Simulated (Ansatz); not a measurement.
# Run report: Si$_{4}$NH$_{13}$, geometry relaxation (part 2 of 2)

Continued. System: Si$_{4}$NH$_{13}$. Method: RKS B3LYP-D4/6-31G* (Ansatz 0.2.0). The input holds or restrains some coordinates. It belongs to a series of runs on one base structure; here: pulled along the bonds that form and break, towards end B.

Geometry of the input (Å):
```
Si 0.0000  0.0000  0.0000
H  0.0000  0.0000  1.8100
Si 2.0935  0.0000  -0.7393
H  2.5508  -1.3762  -0.9079
H  2.1573  0.6939  -2.0222
H  2.9510  0.6823  0.2255
Si -1.0456  1.8115  -0.7393
H  -2.4302  1.4780  -1.0607
H  -1.0215  2.8436  0.2931
H  -0.3743  2.3069  -1.9374
Si -1.0456  -1.8115  -0.7393
H  -1.7029  -2.4846  0.3772
H  -2.0454  -1.4265  -1.7311
H  -0.0777  -2.7173  -1.3511
N  0.7889  -1.8507  0.6685
H  0.2530  -2.7488  0.4953
H  1.7191  -1.8781  1.1759
H  0.3892  -0.9132  1.7642
```

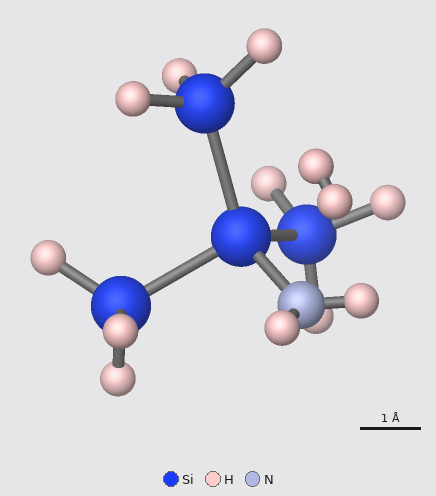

**Figure 1.** The geometry at step 10 of the log (ball-and-stick view, seen at a tilt).

## Trajectory as extended XYZ, continued
```
18
Properties=species:S:1:pos:R:3:forces:R:3 step=2 energy=-33207.68724
Si    0.0332   -0.0788   -0.1384    0.7324  -1.4121   1.0082
H     0.0141   -0.0314    2.0017   -0.1239   0.3803   0.4340
Si    2.1151    0.0013   -0.7570    1.5099  -0.1547  -1.2635
H     2.5576   -1.3797   -0.9128    0.5896  -0.0714  -0.4037
H     2.1627    0.7017   -2.0318    0.4217   0.6108  -0.6408
H     2.9569    0.6850    0.2296    0.2626   0.2704   0.3652
Si   -1.0505    1.8215   -0.7343   -0.6404   0.9088   1.0579
H    -2.4366    1.4781   -1.0624   -0.4044  -0.0428  -0.1180
H    -1.0238    2.8544    0.2968   -0.1216   0.6579   0.2263
H    -0.3719    2.3083   -1.9420    0.2833  -0.0427  -0.3101
Si   -1.0683   -1.8228   -0.7661   -1.4099  -0.9456  -2.0178
H    -1.7071   -2.4876    0.3787   -0.3485  -0.0493   0.1955
H    -2.0599   -1.4287   -1.7423   -1.0036  -0.1784  -0.6730
H    -0.0790   -2.7223   -1.3597   -0.2948  -0.4037  -0.6905
N     0.8187   -1.8656    0.5789    0.8597   0.0700   2.6485
H     0.2728   -2.7518    0.5121    1.5792   0.5547   1.1172
H     1.7075   -1.8931    1.1580   -1.3740  -0.6007  -0.8608
H     0.3182   -0.7791    1.8724   -0.5173   0.4485  -0.0745
18
Properties=species:S:1:pos:R:3:forces:R:3 step=4 energy=-33209.70987
Si    0.1575   -0.3043   -0.2813    0.0886  -0.1609   0.5951
H    -0.0221    0.0403    2.3408   -1.0347   2.5995   1.0683
Si    2.2521    0.0112   -0.8602    0.9361   0.3910  -0.8143
H     2.6744   -1.3804   -0.9814    0.8386  -0.0508  -0.4452
H     2.2372    0.7662   -2.1102    0.5972   0.4424  -0.5012
H     2.9740    0.7117    0.2384    0.0986   0.0778  -0.0476
Si   -1.0466    1.7891   -0.6577    0.0872  -0.2253   0.4351
H    -2.4489    1.4814   -1.0546   -0.0470   0.0135   0.1069
H    -1.0313    2.8942    0.3230   -0.0510   0.2086   0.1434
H    -0.3709    2.2802   -1.9125   -0.0010  -0.1970   0.2437
Si   -1.1714   -1.9213   -0.9126   -1.0613  -0.6025  -1.1569
H    -1.7489   -2.4798    0.3532   -0.1464   0.0454  -0.2965
H    -2.1900   -1.4653   -1.8337   -0.8447  -0.2453  -0.5901
H    -0.1519   -2.8119   -1.4666   -0.4213  -0.7145  -0.5695
N     0.8861   -1.8519    0.4614   -0.8420  -0.0513   1.0570
H     0.3200   -2.6995    0.6134    0.2868   0.5489   0.4469
H     1.6188   -1.8733    1.1424    0.6874   0.1478   0.6424
H     0.2215   -0.5774    2.1796    0.8289  -2.2275  -0.3175
18
Properties=species:S:1:pos:R:3:forces:R:3 step=5 energy=-33210.99152
Si    0.1858   -0.3722   -0.2432    0.2776  -0.5566  -0.1162
H    -0.0560    0.1269    2.3856   -0.6469   1.7719   0.6477
Si    2.2958    0.0406   -0.9559    0.3007   0.0154  -0.2388
H     2.8214   -1.3347   -1.0817    0.4623   0.1093  -0.3229
H     2.3580    0.8366   -2.1929    0.3259   0.2259  -0.2152
H     2.9877    0.7208    0.1866    0.0644   0.0331  -0.1783
Si   -1.0313    1.7470   -0.5803    0.0517  -0.1533   0.2491
H    -2.4380    1.4733   -1.0110    0.0349  -0.0595   0.2024
H    -1.0373    2.9067    0.3513    0.0091  -0.0139   0.1286
H    -0.3649    2.2286   -1.8465    0.0438  -0.2206   0.2636
Si   -1.2403   -1.9329   -1.0455   -0.0918  -0.3366  -0.3267
H    -1.7843   -2.4674    0.2530   -0.1492   0.0090  -0.3502
H    -2.3178   -1.5235   -1.9439   -0.3933  -0.1014  -0.3538
H    -0.2723   -2.9187   -1.5766   -0.4130  -0.3633  -0.3675
N     0.8693   -1.8447    0.5997    0.4684   0.8023   0.9797
H     0.3264   -2.6802    0.7590   -0.3340  -0.0360   0.3508
H     1.6822   -1.8672    1.2343   -0.4753   0.2806  -0.3865
H     0.1751   -0.5298    2.2894    0.4649  -1.4063   0.0343
18
Properties=species:S:1:pos:R:3:forces:R:3 step=7 energy=-33212.04382
Si    0.2264   -0.4588   -0.3109    0.3076  -0.7761   0.3739
H    -0.1268    0.2983    2.2464   -0.3988   1.0600   0.2142
Si    2.3514    0.0361   -1.0830    0.2555  -0.1465  -0.0459
H     3.0166   -1.2862   -1.2737    0.1187   0.1707  -0.1399
H     2.4750    0.8912   -2.2874    0.0275   0.0423  -0.0711
H     3.0378    0.7195    0.0640   -0.0232  -0.0278  -0.1292
Si   -0.9952    1.6446   -0.4167    0.1251  -0.2330  -0.1418
H    -2.4156    1.3820   -0.8129    0.0771  -0.0229   0.1740
H    -0.9808    2.8014    0.5252    0.0901  -0.1656   0.1252
H    -0.3251    2.1124   -1.6821   -0.1023  -0.0138   0.1555
Si   -1.2519   -1.9867   -1.2267    0.1851  -0.4229  -0.0036
H    -1.8530   -2.5146    0.0493   -0.0352   0.0154  -0.2296
H    -2.3564   -1.5651   -2.1085   -0.0917   0.0681  -0.2057
H    -0.4323   -3.0936   -1.8097   -0.2737   0.0411  -0.1203
N     0.8048   -1.7529    0.8117   -0.4001   0.4567  -0.3873
H     0.2186   -2.5337    1.1018    0.0338   0.3555   0.0337
H     1.6719   -1.7305    1.3378   -0.0846   0.1867  -0.0395
H     0.0942   -0.3542    2.4568    0.1889  -0.5880   0.4373
18
Properties=species:S:1:pos:R:3:forces:R:3 step=8 energy=-33212.28748
Si    0.2373   -0.4881   -0.3054    0.4480  -1.0178   0.1345
H    -0.1508    0.3804    2.2085   -0.5040   1.3851   0.0276
Si    2.3666    0.0090   -1.1284    0.1883  -0.1257  -0.0145
H     3.1030   -1.2699   -1.3678   -0.0200   0.1385  -0.0575
H     2.4727    0.8871   -2.3217   -0.0594   0.0163  -0.0366
H     3.0502    0.7035    0.0094    0.0196  -0.0156  -0.0695
Si   -0.9711    1.5820   -0.3725    0.0121  -0.0041  -0.0993
H    -2.4074    1.3333   -0.7091    0.0675  -0.0255   0.1433
H    -0.9129    2.6876    0.6299    0.0866  -0.1748   0.0629
H    -0.3514    2.1053   -1.6378   -0.0890  -0.0084   0.1212
Si   -1.2293   -2.0159   -1.2928    0.0760  -0.2952  -0.0271
H    -1.8802   -2.5493   -0.0476   -0.0239  -0.0209  -0.1532
H    -2.3163   -1.5441   -2.1840    0.0040   0.0929  -0.1052
H    -0.4944   -3.1551   -1.9277   -0.1265   0.1330  -0.0087
N     0.7833   -1.7185    0.8883   -0.5346   0.3057  -0.5729
H     0.1612   -2.4380    1.2579    0.1432   0.3708  -0.0583
H     1.6396   -1.6498    1.4207    0.0238   0.1348   0.0760
H     0.0596   -0.2503    2.4617    0.2882  -0.8892   0.6374
18
Properties=species:S:1:pos:R:3:forces:R:3 step=10 energy=-33212.59702
Si    0.2777   -0.5678   -0.2824    0.3650  -0.8668   0.1855
H    -0.2396    0.5028    2.1223   -0.5550   1.3230  -0.1712
Si    2.3731   -0.0713   -1.2087    0.0820  -0.0492   0.0073
H     3.1090   -1.3198   -1.5522   -0.0003   0.0274  -0.0296
H     2.3287    0.8153   -2.4042   -0.0513  -0.0125   0.0158
H     3.1527    0.6335   -0.1455    0.0216  -0.0007  -0.0385
Si   -0.9345    1.4752   -0.2838   -0.0541   0.0371  -0.0730
H    -2.4082    1.2390   -0.3496    0.0531  -0.0006   0.0733
H    -0.6740    2.5061    0.7598    0.0457  -0.0406   0.0018
H    -0.5299    2.0533   -1.6058   -0.0602  -0.0193   0.0828
Si   -1.1375   -2.0495   -1.4254   -0.0246  -0.0593   0.0325
H    -1.9241   -2.6717   -0.3129   -0.0177  -0.0143  -0.0920
H    -2.1075   -1.4123   -2.3589    0.0518   0.0203  -0.0176
H    -0.4116   -3.1396   -2.1327   -0.0048   0.0242  -0.0265
N     0.7423   -1.6652    1.0567   -0.1537   0.1924  -0.7137
H     0.0410   -2.2198    1.5402    0.0198   0.1355  -0.1029
H     1.5069   -1.4378    1.6817   -0.0142   0.0880  -0.0337
H    -0.0049   -0.0613    2.4827    0.2970  -0.7846   0.8998
18
Properties=species:S:1:pos:R:3:forces:R:3 step=11 energy=-33212.65909
Si    0.2911   -0.5951   -0.2582    0.3507  -0.8094   0.1646
H    -0.2548    0.5411    2.1084   -0.5351   1.3283  -0.2449
Si    2.3772   -0.1205   -1.2222   -0.0061   0.0374  -0.0014
H     3.1013   -1.3550   -1.6327   -0.0207   0.0137  -0.0109
H     2.2331    0.7802   -2.3997    0.0163  -0.0170   0.0007
H     3.2122    0.5845   -0.2032    0.0112  -0.0105  -0.0317
Si   -0.9380    1.4408   -0.2570   -0.0027   0.0425  -0.0124
H    -2.4107    1.2112   -0.1518    0.0693  -0.0062   0.0526
H    -0.5520    2.4766    0.7425    0.0074  -0.0137  -0.0115
H    -0.6736    2.0116   -1.6138   -0.0334  -0.0503   0.0417
Si   -1.0839   -2.0563   -1.4761   -0.0297  -0.0107   0.0207
H    -1.9412   -2.7207   -0.4465   -0.0165  -0.0104  -0.0636
H    -1.9832   -1.3463   -2.4281    0.0173  -0.0011  -0.0178
H    -0.3419   -3.1158   -2.2110    0.0180   0.0079  -0.0099
N     0.7226   -1.6491    1.1268   -0.1186   0.1724  -0.7930
H    -0.0230   -2.1031    1.6458    0.0286   0.0337  -0.0556
H     1.4648   -1.3665    1.7571   -0.0141   0.0498  -0.0199
H    -0.0405   -0.0081    2.5012    0.2583  -0.7564   0.9923
18
Properties=species:S:1:pos:R:3:forces:R:3 step=13 energy=-33212.69630
Si    0.3071   -0.6257   -0.2244    0.2712  -0.7786   0.2318
H    -0.3146    0.5613    2.0980   -0.4450   1.0730  -0.1725
Si    2.3700   -0.1723   -1.2569    0.0033   0.0825   0.0107
H     3.0683   -1.3976   -1.7386   -0.0555   0.0123   0.0310
H     2.1525    0.7384   -2.4189    0.0245  -0.0280   0.0328
H     3.2696    0.5235   -0.2869   -0.0112  -0.0206  -0.0429
Si   -0.9238    1.4044   -0.2018   -0.2089   0.2025  -0.0223
H    -2.3671    1.2056    0.2078    0.3736   0.0383  -0.0914
H    -0.3477    2.4968    0.6552   -0.0848  -0.1469  -0.1601
H    -0.9089    1.8787   -1.6329   -0.0223  -0.0915   0.2757
Si   -1.0171   -2.0576   -1.5446   -0.1164  -0.0146   0.0339
H    -1.9856   -2.7758   -0.6499    0.0957   0.0751  -0.1065
H    -1.8077   -1.2728   -2.5427    0.0534  -0.0600   0.0640
H    -0.2172   -3.0770   -2.2788   -0.0008   0.0081   0.0200
N     0.6989   -1.6132    1.2236    0.0433   0.1489  -0.7248
H    -0.0828   -2.0144    1.7377    0.0963   0.0293  -0.1029
H     1.3803   -1.2395    1.8839   -0.1289  -0.0918  -0.2029
H    -0.1148    0.0467    2.5517    0.1126  -0.4378   0.9262
18
Properties=species:S:1:pos:R:3:forces:R:3 step=14 energy=-33212.70980
Si    0.3005   -0.6223   -0.2137    0.3530  -0.7579   0.1232
H    -0.3522    0.6055    2.0767   -0.4299   1.1021  -0.0834
Si    2.3646   -0.1603   -1.2372   -0.0204   0.0064  -0.0356
H     3.0368   -1.4036   -1.7075   -0.0078   0.0258   0.0072
H     2.1522    0.7423   -2.4052    0.0272  -0.0166   0.0182
H     3.2798    0.5312   -0.2803   -0.0226  -0.0170  -0.0149
Si   -0.9182    1.4139   -0.1948   -0.1568   0.1241  -0.0037
H    -2.3388    1.2219    0.2550    0.1915   0.0250  -0.0432
H    -0.3230    2.5180    0.6220   -0.0296  -0.0892  -0.0748
H    -0.9509    1.8747   -1.6216    0.0076  -0.0808   0.1343
Si   -1.0153   -2.0584   -1.5351   -0.0489   0.0216  -0.0097
H    -1.9918   -2.7703   -0.6519    0.0498   0.0406  -0.0489
H    -1.7924   -1.2756   -2.5413    0.0232  -0.0436   0.0277
H    -0.2095   -3.0821   -2.2557    0.0034   0.0034   0.0132
N     0.7151   -1.6358    1.2088   -0.0823   0.2466  -0.6507
H    -0.0550   -2.0497    1.7298    0.0845   0.0186  -0.0851
H     1.4145   -1.2842    1.8597   -0.0877  -0.0429  -0.1243
H    -0.1570    0.0440    2.4736    0.1458  -0.5661   0.8506
18
Properties=species:S:1:pos:R:3:forces:R:3 step=16 energy=-33212.73783 accepted=F
Si    0.2361   -0.6368   -0.2108    0.1711  -0.8373   0.1764
H    -0.0109    0.7497    2.0910   -0.2930   1.5696  -0.4319
Si    2.3164   -0.1490   -1.1849    0.0110   0.0175   0.0454
H     3.0076   -1.3728   -1.6709   -0.0050  -0.0247  -0.0047
H     2.1364    0.7818   -2.3324   -0.0136   0.0131  -0.0154
H     3.2058    0.5181   -0.1910    0.0169   0.0090   0.0095
Si   -0.9846    1.3873   -0.1655    0.0137   0.0683  -0.0361
H    -2.3087    1.2523    0.5120    0.0494   0.0221  -0.0248
H    -0.2483    2.5337    0.4530   -0.0794  -0.0649  -0.0539
H    -1.2172    1.7096   -1.6077   -0.0145   0.0170   0.0984
Si   -0.9838   -2.0709   -1.6227    0.0113  -0.0082  -0.0323
H    -2.0587   -2.7366   -0.8287    0.0036  -0.0071  -0.0170
H    -1.6360   -1.3209   -2.7358    0.0220  -0.0175   0.0313
H    -0.1176   -3.1307   -2.2152   -0.0330   0.0308   0.0277
N     0.5878   -1.6604    1.2167   -0.0404   0.1964  -0.9754
H    -0.1803   -2.0786    1.7267   -0.0810  -0.0156   0.0054
H     1.3087   -1.3514    1.8540    0.0764  -0.0092   0.0848
H     0.1072    0.1848    2.4937    0.1844  -0.9592   1.1126
18
Properties=species:S:1:pos:R:3:forces:R:3 step=17 energy=-33212.71912
Si    0.2604   -0.6282   -0.2103    0.2561  -0.7906   0.1415
H    -0.1706    0.6822    2.0848   -0.3965   1.3516  -0.2478
Si    2.3335   -0.1509   -1.2046   -0.0033  -0.0110   0.0106
H     3.0068   -1.3887   -1.6827    0.0071  -0.0021  -0.0053
H     2.1465    0.7679   -2.3616   -0.0020   0.0064  -0.0039
H     3.2372    0.5203   -0.2259    0.0068   0.0040   0.0052
Si   -0.9561    1.4024   -0.1742   -0.0317   0.0471  -0.0105
H    -2.3050    1.2511    0.4464    0.0291   0.0161  -0.0110
H    -0.2603    2.5430    0.4930   -0.0251  -0.0445  -0.0277
H    -1.1425    1.7615   -1.6122   -0.0018  -0.0107   0.0492
Si   -0.9916   -2.0640   -1.5907    0.0045  -0.0002  -0.0158
H    -2.0362   -2.7430   -0.7695   -0.0046  -0.0045   0.0012
H    -1.6843   -1.3072   -2.6717    0.0100  -0.0029   0.0031
H    -0.1450   -3.1150   -2.2205   -0.0016   0.0093   0.0106
N     0.6394   -1.6484    1.2137   -0.0647   0.1849  -0.8834
H    -0.1269   -2.0718    1.7258   -0.0196   0.0012  -0.0240
H     1.3526   -1.3251    1.8560    0.0308  -0.0124   0.0191
H     0.0018    0.1233    2.4856    0.2065  -0.7416   0.9888
```
